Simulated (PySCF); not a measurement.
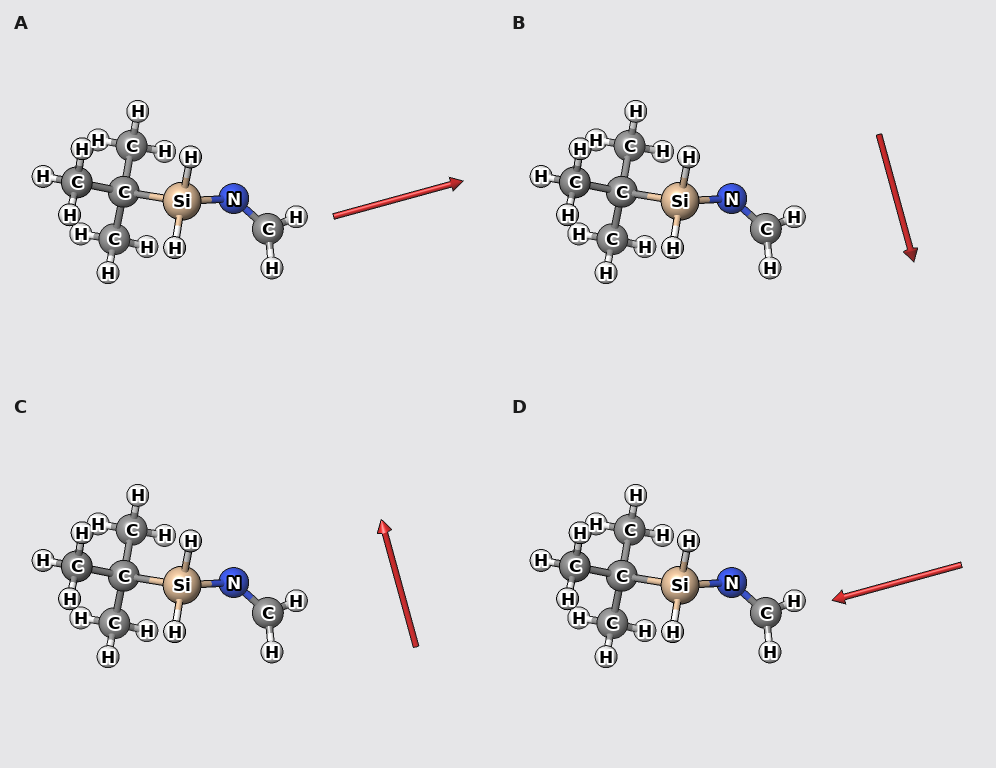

The same molecule four times, each with an arrow. Computed geometry: GFN2-xTB optimisation. No frequency run is at hand to confirm it as a minimum. Method: PBE0/pcSseg-1, gas phase (PySCF 2.14.0).

### Which arrow points along the dipole moment, from the negative to the positive end?

B. The dipole moment is 1.30 D.

The geometry is semi-empirical. Around Si such bond lengths and angles can be off by a tenth of an ångström or more and by several degrees, and values that hang on the shape move with them.
